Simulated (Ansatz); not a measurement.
# MoS₂: a line through an energy map, part 2 of 2

Aim: follow the energy of MoS2 (R-3m, No. 166; 9 atoms in the cell) along one coordinate, slide along a1 + a2 (5.334 Å), with the other held at opening across the cut = 0.7 Å.

Ansatz 0.2.0; DFT PBEsol+D3(BJ), scalar-relativistic, plane waves, PAW. Earlier steps stand in the parts before.

### 9 The run at (0.500, 0.7 Å)

The COD entry's cell or inner coordinates are ideal or old and differ from later refinements, so a difference from it is no clean test against experiment.

Contents of input.yaml:

```yaml
crystal:
  lattice:
    - [-1.5399048628, -2.6671934611, 0.0]
    - [1.5399048628, -2.6671934611, 0.0]
    - [0.0, -2.6671934611, 18.0911508613]
  atoms:
    - { symbol: Mo, position: [0.2532404343, 0.2532404343, 0.1601857981] }
    - { symbol: Mo, position: [0.426355926, 0.426355926, 0.4806214813] }
    - { symbol: Mo, position: [0.5994714177, 0.5994714177, 0.8010571646] }
    - { symbol: S, position: [0.7151994396, 0.7151994396, 0.5696011208] }
    - { symbol: S, position: [-0.1116850687, -0.1116850687, 0.890036804] }
    - { symbol: S, position: [0.5420839479, 0.5420839479, 0.2491654375] }
    - { symbol: S, position: [0.9643969207, 0.9643969207, 0.0712061586] }
    - { symbol: S, position: [0.1375124124, 0.1375124124, 0.3916418419] }
    - { symbol: S, position: [0.3106279041, 0.3106279041, 0.7120775251] }
basis:
  ecutwfc: 420
kpoints:
  mp_grid: { grid: [14, 14, 3] }
hamiltonian:
  xc: pbesol
  pseudopotentials: { kind: paw, azcp: { folder: soft_1 } }
  dispersion: d3bj
scf:
  occupations: { method: gaussian, width: 0.15 }
output:
  forces: true
  stress: true
  eigenvalues: true
```

Started as:

```
$ ansatz run input.yaml --threads 4 --pin off --max-ram 8192MiB --backend cpu --events-out ev --progress --plain --runs-dir out
```

The log of the run (excerpt; [...] marks lines left out):

```text
[...]
SCF converged after 11 iterations
Free energy (F): -20011.647149 eV
[...]
E sigma→0 (E₀):  -20011.636345 eV
Entropy (-TS):   -0.021608 eV (-2.401 meV/atom)
Fermi energy:    12.264260 eV
[...]
--- Forces (eV/Å), atoms counted from 1 ---
  atom   1  Mo     0.00000000    -0.02056877    -0.12920723
  atom   2  Mo     0.00000000     0.00000000     0.00000000
  atom   3  Mo     0.00000000     0.02056877     0.12920723
  atom   4  S      0.00000000     0.00066984     0.02127244
  atom   5  S      0.00000000     0.02416068     0.06720108
  atom   6  S      0.00000000     0.00230018     0.08449859
  atom   7  S      0.00000000    -0.02416068    -0.06720108
  atom   8  S      0.00000000    -0.00066984    -0.02127244
[...]
--- Stress (GPa, compression-positive) ---
       -0.105890       0.000000       0.000000
        0.000000       0.033504      -0.204035
        0.000000      -0.204035      -0.479687
  P = ⅓ Tr σ = -0.1840 GPa (-1.840 kbar)
--- Band table (eV; the first three rows and the last of 162) ---
[...]
```

Wall time 5.6 s (4 threads of AMD EPYC 9B45 (Zen 5), shared host); peak memory 1.1 GiB.

On the map this point reads 313 mJ/m².

### 10 The run at (0.667, 0.7 Å)

Contents of input.yaml:

```yaml
crystal:
  lattice:
    - [-1.5399048628, -2.6671934611, 0.0]
    - [1.5399048628, -2.6671934611, 0.0]
    - [0.0, -3.5562579482, 18.0911508613]
  atoms:
    - { symbol: Mo, position: [0.2265428013, 0.2265428013, 0.1601857981] }
    - { symbol: Mo, position: [0.3462523458, 0.3462523458, 0.4806214813] }
    - { symbol: Mo, position: [0.4659618903, 0.4659618903, 0.8010571646] }
    - { symbol: S, position: [0.6202659195, 0.6202659195, 0.5696011208] }
    - { symbol: S, position: [-0.260024536, -0.260024536, 0.890036804] }
    - { symbol: S, position: [0.500556375, 0.500556375, 0.2491654375] }
    - { symbol: S, position: [0.9525292276, 0.9525292276, 0.0712061586] }
    - { symbol: S, position: [0.0722387721, 0.0722387721, 0.3916418419] }
    - { symbol: S, position: [0.1919483166, 0.1919483166, 0.7120775251] }
basis:
  ecutwfc: 420
kpoints:
  mp_grid: { grid: [14, 14, 3] }
hamiltonian:
  xc: pbesol
  pseudopotentials: { kind: paw, azcp: { folder: soft_1 } }
  dispersion: d3bj
scf:
  occupations: { method: gaussian, width: 0.15 }
output:
  forces: true
  stress: true
  eigenvalues: true
```

Started as:

```
$ ansatz run input.yaml --threads 4 --pin off --max-ram 8192MiB --backend cpu --events-out ev --progress --plain --runs-dir out
```

The log of the run (excerpt; [...] marks lines left out):

```text
[...]
SCF converged after 11 iterations
Free energy (F): -20011.665231 eV
[...]
E sigma→0 (E₀):  -20011.654514 eV
Entropy (-TS):   -0.021434 eV (-2.382 meV/atom)
Fermi energy:    12.260481 eV
[...]
--- Forces (eV/Å), atoms counted from 1 ---
  atom   1  Mo     0.00000000    -0.00001181    -0.14036737
  atom   2  Mo     0.00000000     0.00000000     0.00000000
  atom   3  Mo     0.00000000     0.00001181     0.14036737
  atom   4  S      0.00000000    -0.00004049     0.02088259
  atom   5  S      0.00000000    -0.00003654     0.12140039
  atom   6  S      0.00000000    -0.00003355     0.08329424
  atom   7  S      0.00000000     0.00003654    -0.12140039
  atom   8  S      0.00000000     0.00004049    -0.02088259
[...]
--- Stress (GPa, compression-positive) ---
       -0.023390       0.000000       0.000000
        0.000000      -0.024001      -0.000157
        0.000000      -0.000157      -0.756717
  P = ⅓ Tr σ = -0.2680 GPa (-2.680 kbar)
--- Band table (eV; the first three rows and the last of 162) ---
[...]
```

It took 5.7 s on 4 threads of AMD EPYC 9B45 (Zen 5), shared host; peak memory 1.1 GiB.

Energy on the map's scale: 277 mJ/m².

### 11 Grid point (0.750, 0.7 Å)

Contents of input.yaml:

```yaml
crystal:
  lattice:
    - [-1.5399048628, -2.6671934611, 0.0]
    - [1.5399048628, -2.6671934611, 0.0]
    - [0.0, -4.0007901917, 18.0911508613]
  atoms:
    - { symbol: Mo, position: [0.2131939848, 0.2131939848, 0.1601857981] }
    - { symbol: Mo, position: [0.3062005557, 0.3062005557, 0.4806214813] }
    - { symbol: Mo, position: [0.3992071266, 0.3992071266, 0.8010571646] }
    - { symbol: S, position: [0.5727991594, 0.5727991594, 0.5696011208] }
    - { symbol: S, position: [-0.3341942697, -0.3341942697, 0.890036804] }
    - { symbol: S, position: [0.4797925885, 0.4797925885, 0.2491654375] }
    - { symbol: S, position: [0.946595381, 0.946595381, 0.0712061586] }
    - { symbol: S, position: [0.0396019519, 0.0396019519, 0.3916418419] }
    - { symbol: S, position: [0.1326085228, 0.1326085228, 0.7120775251] }
basis:
  ecutwfc: 420
kpoints:
  mp_grid: { grid: [14, 14, 3] }
hamiltonian:
  xc: pbesol
  pseudopotentials: { kind: paw, azcp: { folder: soft_1 } }
  dispersion: d3bj
scf:
  occupations: { method: gaussian, width: 0.15 }
output:
  forces: true
  stress: true
  eigenvalues: true
```

Started as:

```
$ ansatz run input.yaml --threads 4 --pin off --max-ram 8192MiB --backend cpu --events-out ev --progress --plain --runs-dir out
```

The log of the run (excerpt; [...] marks lines left out):

```text
Warning: <dir> the record states the generating functional pbe (its physics header spells it `PBE`), which answers neither for hamiltonian.xc's functional nor for the pbesol family's — results may be inconsistent (PPs are generated against a specific XC)
[...]
Warning: RAYON_NUM_THREADS=4 ignored (pool sized by the plan → 4); use --threads N
[...]
Pseudopotentials: kind: paw
Pseudopotential: Mo, paw, valence charge 14, recommended cutoff 420 eV (normal), <dir>
Pseudopotential: S, paw, valence charge 6, recommended cutoff 420 eV (normal), <dir>
Functional definition: PBEsol
[...]
Crystal: 9 atoms, lattice volume = 148.609 Å³
Basis set: ecut = 420 eV, 2909 PW (Γ), exchange–correlation on 48×48×250 points (8 copies of the dense FFT grid, shifted against one another)
Bands: 48, of which v1, the nominal top of the filled ones, is band 39 counted from 1 (38 counted from 0)
Symmetry: 4 space group operations
Space group: C2/m (ITA 12), of the structure as read, at distance tolerance 5.3e-5 Å
k-points: 162 of 588
[...]
SCF iter  11: F=-20011.664767 eV  HF=-20011.664767 eV  |F-HF|=6.52e-9  |Δ(HF+E_count)|=   1.24e-8  Δρ=1.29e-6  dr2=9.93e-9  ethr=1.28e-10  ⟨swp⟩=13.1  Hψ=37370  notcnv=0
[...]
SCF converged after 11 iterations
Free energy (F): -20011.664767 eV
[...]
E sigma→0 (E₀):  -20011.654086 eV
Entropy (-TS):   -0.021362 eV (-2.374 meV/atom)
Fermi energy:    12.259725 eV
[...]
--- Forces (eV/Å), atoms counted from 1 ---
  atom   1  Mo     0.00000000    -0.00282215    -0.13633396
  atom   2  Mo     0.00000000     0.00000000     0.00000000
  atom   3  Mo     0.00000000     0.00282215     0.13633396
  atom   4  S      0.00000000    -0.00024686     0.02084135
  atom   5  S      0.00000000    -0.00125849     0.12078476
  atom   6  S      0.00000000    -0.00012862     0.08240699
  atom   7  S      0.00000000     0.00125849    -0.12078476
  atom   8  S      0.00000000     0.00024686    -0.02084135
[...]
--- Stress (GPa, compression-positive) ---
       -0.006426       0.000000       0.000000
        0.000000      -0.061995      -0.016387
        0.000000      -0.016387      -0.734376
  P = ⅓ Tr σ = -0.2676 GPa (-2.676 kbar)
--- Band table (eV; the first three rows and the last of 162) ---
[...]
```

Wall time 5.7 s (4 threads of AMD EPYC 9B45 (Zen 5), shared host); peak memory 1.1 GiB.

Energy on the map's scale: 278 mJ/m².

### 12 Point (0.833, 0.7 Å)

Contents of input.yaml:

```yaml
crystal:
  lattice:
    - [-1.5399048628, -2.6671934611, 0.0]
    - [1.5399048628, -2.6671934611, 0.0]
    - [0.0, -4.4453224352, 18.0911508613]
  atoms:
    - { symbol: Mo, position: [0.1998451683, 0.1998451683, 0.1601857981] }
    - { symbol: Mo, position: [0.2661487656, 0.2661487656, 0.4806214813] }
    - { symbol: Mo, position: [0.3324523629, 0.3324523629, 0.8010571646] }
    - { symbol: S, position: [0.5253323994, 0.5253323994, 0.5696011208] }
    - { symbol: S, position: [-0.4083640033, -0.4083640033, 0.890036804] }
    - { symbol: S, position: [0.4590288021, 0.4590288021, 0.2491654375] }
    - { symbol: S, position: [0.9406615345, 0.9406615345, 0.0712061586] }
    - { symbol: S, position: [0.0069651318, 0.0069651318, 0.3916418419] }
    - { symbol: S, position: [0.0732687291, 0.0732687291, 0.7120775251] }
basis:
  ecutwfc: 420
kpoints:
  mp_grid: { grid: [14, 14, 3] }
hamiltonian:
  xc: pbesol
  pseudopotentials: { kind: paw, azcp: { folder: soft_1 } }
  dispersion: d3bj
scf:
  occupations: { method: gaussian, width: 0.15 }
output:
  forces: true
  stress: true
  eigenvalues: true
```

Started as:

```
$ ansatz run input.yaml --threads 4 --pin off --max-ram 8192MiB --backend cpu --events-out ev --progress --plain --runs-dir out
```

The log of the run (excerpt; [...] marks lines left out):

```text
[...]
SCF converged after 11 iterations
Free energy (F): -20011.668781 eV
[...]
E sigma→0 (E₀):  -20011.658206 eV
Entropy (-TS):   -0.021151 eV (-2.350 meV/atom)
Fermi energy:    12.255777 eV
[...]
--- Forces (eV/Å), atoms counted from 1 ---
  atom   1  Mo     0.00000000    -0.01239059    -0.12608527
  atom   2  Mo     0.00000000     0.00000000     0.00000000
  atom   3  Mo     0.00000000     0.01239059     0.12608527
  atom   4  S      0.00000000    -0.00013723     0.02072014
  atom   5  S      0.00000000     0.00506018     0.13569048
  atom   6  S      0.00000000     0.00059051     0.07927199
  atom   7  S      0.00000000    -0.00506018    -0.13569048
  atom   8  S      0.00000000     0.00013723    -0.02072014
[...]
--- Stress (GPa, compression-positive) ---
       -0.045977       0.000000       0.000000
        0.000000      -0.092253      -0.097293
        0.000000      -0.097293      -0.742740
  P = ⅓ Tr σ = -0.2937 GPa (-2.937 kbar)
--- Band table (eV; the first three rows and the last of 162) ---
[...]
```

Wall time 5.7 s (4 threads of AMD EPYC 9B45 (Zen 5), shared host); peak memory 1.1 GiB.

That is 270 mJ/m² from the zero.

### 13 Variant: dr2_threshold 1.0e-09, ecutwfc left out

input.yaml, as its differences from that of step 12:

```diff
@@ -15,4 +15,2 @@
     - { symbol: S, position: [0.0732687291, 0.0732687291, 0.7120775251] }
-basis:
-  ecutwfc: 420
 kpoints:
@@ -25,5 +23,6 @@
   occupations: { method: gaussian, width: 0.15 }
+  convergence: { dr2_threshold: 1.0e-09 }
 output:
   forces: true
+  eigenvalues: true
   stress: true
-  eigenvalues: true
```

Started as:

```
$ ansatz run input.yaml --threads 4 --pin off --max-ram 8192MiB --backend cpu --events-out ev --progress --plain --runs-dir out
```

The log of the run (excerpt; [...] marks lines left out):

```text
Warning: <dir> the record states the generating functional pbe (its physics header spells it `PBE`), which answers neither for hamiltonian.xc's functional nor for the pbesol family's — results may be inconsistent (PPs are generated against a specific XC)
[...]
Warning: output.stress: scf.convergence.dr2_threshold = 1e-9 eV is looser than the 9e-10 eV advised for a printed stress (1e-10 eV for each atom of the cell: 9). What an SCF threshold leaves in a stress goes as its square root, and in the free energy as the threshold itself, and one [...]
Warning: RAYON_NUM_THREADS=4 ignored (pool sized by the plan → 4); use --threads N
[...]
Pseudopotentials: kind: paw
Pseudopotential: Mo, paw, valence charge 14, recommended cutoff 420 eV (normal), <dir>
Pseudopotential: S, paw, valence charge 6, recommended cutoff 420 eV (normal), <dir>
Functional definition: PBEsol
[...]
Crystal: 9 atoms, lattice volume = 148.609 Å³
Basis set: ecut = 420 eV, 2895 PW (Γ), exchange–correlation on 48×48×250 points (8 copies of the dense FFT grid, shifted against one another)
Bands: 48, of which v1, the nominal top of the filled ones, is band 39 counted from 1 (38 counted from 0)
[...]
k-points: 162 of 588
[...]
SCF iter   1: F=—  HF=-20013.988921 eV  |F-HF|=—  |Δ(HF+E_count)|=         —  Δρ=5.81e-2  dr2=6.69e0  ethr=3.10e-3  ⟨swp⟩=8.5  Hψ=37524  notcnv=0
[...]
SCF iter  13: F=-20011.668781 eV  HF=-20011.668781 eV  |F-HF|=3.27e-11  |Δ(HF+E_count)|=  1.09e-11  Δρ=1.18e-7  dr2=6.62e-11  ethr=1.28e-12  ⟨swp⟩=12.8  Hψ=33849  notcnv=0
[...]
SCF converged after 13 iterations
Free energy (F): -20011.668781 eV
[...]
E sigma→0 (E₀):  -20011.658205 eV
Entropy (-TS):   -0.021151 eV (-2.350 meV/atom)
Fermi energy:    12.255771 eV
[...]
--- Forces (eV/Å), atoms counted from 1 ---
  atom   1  Mo     0.00000000    -0.01239060    -0.12607513
  atom   2  Mo     0.00000000     0.00000000     0.00000000
  atom   3  Mo     0.00000000     0.01239060     0.12607513
  atom   4  S      0.00000000    -0.00013724     0.02070587
  atom   5  S      0.00000000     0.00506026     0.13569314
  atom   6  S      0.00000000     0.00059061     0.07927970
  atom   7  S      0.00000000    -0.00506026    -0.13569314
  atom   8  S      0.00000000     0.00013724    -0.02070587
[...]
--- Stress (GPa, compression-positive) ---
       -0.045986       0.000000       0.000000
        0.000000      -0.092262      -0.097293
        0.000000      -0.097293      -0.742719
  P = ⅓ Tr σ = -0.2937 GPa (-2.937 kbar)
--- Band table (eV; the first three rows and the last of 162) ---
[...]
```

Wall time 6.3 s (4 threads of AMD EPYC 9B45 (Zen 5), shared host); peak memory 1.1 GiB.

| run | ending | energy change | pressure (GPa) | gap (eV) | force (eV/Å) | cycles | time |
| --- | --- | --- | --- | --- | --- | --- | --- |
| step 12 | converged | 0 | -0.3 | 0.00 | 0.14 | 11 | 5.7 s |
| variant | converged | 0.0 meV/atom | -0.3 | 0.00 | 0.14 | 13 | 6.3 s |

Same state: the changed convergence setting leaves the energy within 0.5 meV/atom. Cost: 13 SCF cycles against 11.

### 14 The run at (0.917, 0.7 Å)

Contents of input.yaml:

```yaml
crystal:
  lattice:
    - [-1.5399048628, -2.6671934611, 0.0]
    - [1.5399048628, -2.6671934611, 0.0]
    - [0.0, -4.8898546788, 18.0911508613]
  atoms:
    - { symbol: Mo, position: [0.1864963518, 0.1864963518, 0.1601857981] }
    - { symbol: Mo, position: [0.2260969755, 0.2260969755, 0.4806214813] }
    - { symbol: Mo, position: [0.2656975991, 0.2656975991, 0.8010571646] }
    - { symbol: S, position: [0.4778656393, 0.4778656393, 0.5696011208] }
    - { symbol: S, position: [-0.482533737, -0.482533737, 0.890036804] }
    - { symbol: S, position: [0.4382650156, 0.4382650156, 0.2491654375] }
    - { symbol: S, position: [0.9347276879, 0.9347276879, 0.0712061586] }
    - { symbol: S, position: [-0.0256716884, -0.0256716884, 0.3916418419] }
    - { symbol: S, position: [0.0139289353, 0.0139289353, 0.7120775251] }
basis:
  ecutwfc: 420
kpoints:
  mp_grid: { grid: [14, 14, 3] }
hamiltonian:
  xc: pbesol
  pseudopotentials: { kind: paw, azcp: { folder: soft_1 } }
  dispersion: d3bj
scf:
  occupations: { method: gaussian, width: 0.15 }
output:
  forces: true
  stress: true
  eigenvalues: true
```

Started as:

```
$ ansatz run input.yaml --threads 4 --pin off --max-ram 8192MiB --backend cpu --events-out ev --progress --plain --runs-dir out
```

The log of the run (excerpt; [...] marks lines left out):

```text
Warning: <dir> the record states the generating functional pbe (its physics header spells it `PBE`), which answers neither for hamiltonian.xc's functional nor for the pbesol family's — results may be inconsistent (PPs are generated against a specific XC)
[...]
Warning: RAYON_NUM_THREADS=4 ignored (pool sized by the plan → 4); use --threads N
[...]
Pseudopotentials: kind: paw
Pseudopotential: Mo, paw, valence charge 14, recommended cutoff 420 eV (normal), <dir>
Pseudopotential: S, paw, valence charge 6, recommended cutoff 420 eV (normal), <dir>
Functional definition: PBEsol
[...]
Crystal: 9 atoms, lattice volume = 148.609 Å³
Basis set: ecut = 420 eV, 2889 PW (Γ), exchange–correlation on 48×48×256 points (8 copies of the dense FFT grid, shifted against one another)
Bands: 48, of which v1, the nominal top of the filled ones, is band 39 counted from 1 (38 counted from 0)
Symmetry: 4 space group operations
Space group: C2/m (ITA 12), of the structure as read, at distance tolerance 5.3e-5 Å
k-points: 162 of 588
[...]
SCF iter  11: F=-20011.677992 eV  HF=-20011.677992 eV  |F-HF|=7.76e-9  |Δ(HF+E_count)|=   6.92e-9  Δρ=1.36e-6  dr2=1.14e-8  ethr=1.28e-10  ⟨swp⟩=12.9  Hψ=36751  notcnv=0
[...]
SCF converged after 11 iterations
Free energy (F): -20011.677992 eV
[...]
E sigma→0 (E₀):  -20011.667524 eV
Entropy (-TS):   -0.020936 eV (-2.326 meV/atom)
Fermi energy:    12.249819 eV
[...]
--- Forces (eV/Å), atoms counted from 1 ---
  atom   1  Mo     0.00000000    -0.01390078    -0.11577415
  atom   2  Mo     0.00000000     0.00000000     0.00000000
  atom   3  Mo     0.00000000     0.01390078     0.11577415
  atom   4  S      0.00000000     0.00003737     0.02050382
  atom   5  S      0.00000000     0.00805035     0.16661659
  atom   6  S      0.00000000     0.00092742     0.07510960
  atom   7  S      0.00000000    -0.00805035    -0.16661659
  atom   8  S      0.00000000    -0.00003737    -0.02050382
[...]
--- Stress (GPa, compression-positive) ---
       -0.106808       0.000000       0.000000
        0.000000      -0.116107      -0.114884
        0.000000      -0.114884      -0.815429
  P = ⅓ Tr σ = -0.3461 GPa (-3.461 kbar)
--- Band table (eV; the first three rows and the last of 162) ---
[...]
```

Run time: 5.7 s. Hardware: 4 threads of AMD EPYC 9B45 (Zen 5), shared host; peak memory 1.1 GiB.

That is 252 mJ/m² from the zero.

### 15 What came out

The summary covers parts 1 to 2.

```
slide along a1 + a2 (5.334 Å)  step  energy (mJ/m²)  slope (mJ/m² per unit fraction)  pressure (GPa)  largest force on an atom (eV/Å)
                        0.000     3             242                                0           −0.38                            0.185
                        0.083     4             257                              374           −0.34                            0.161
                        0.167     5             300                              616           −0.22                            0.124
                        0.250     6             349                              469           −0.10                            0.124
                        0.333     7             369                                0           −0.05                            0.121
                        0.417     8             351                             −402           −0.09                            0.125
                        0.500     9             313                             −442           −0.18                            0.131
                        0.583     –             285                             −206           −0.25                            0.137
                        0.667    10             277                                0           −0.27                            0.140
                        0.750    11             278                              −17           −0.27                            0.136
                        0.833    12             270                             −175           −0.29                            0.136
                        0.917    14             252                             −218           −0.35                            0.167
```

Energies count from the perfect crystal. Rows without a step come from runs not printed here or follow by symmetry. Slopes come from the forces (and the stress, where the cell changes), not from differences of energies.

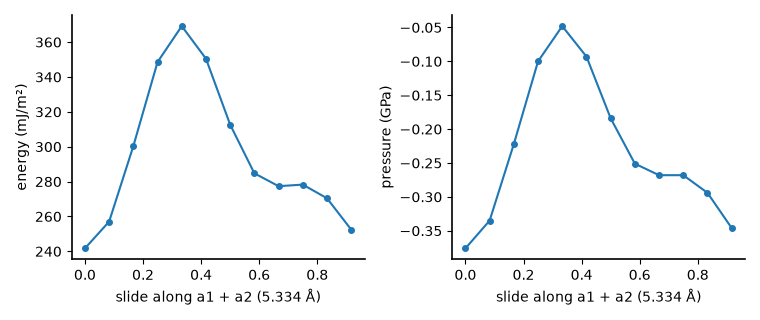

Energy and pressure along the line.

| run | outcome |
| --- | --- |
| step 13, run with dr2_threshold 1.0e-09, ecutwfc left out (against step 12) | 0.0 meV/atom |

The lowest point of the line is at 0.000, 242 mJ/m² from the zero. The line crosses 2 dips; the next, at 0.667, lies 36 mJ/m² higher. The highest point computed, at 0.333, lies 127 mJ/m² above the lowest. This is one cut through a surface in two coordinates; the map's lowest point lies off it. A rigid map gives upper bounds: relaxing the other coordinates can only lower a point.
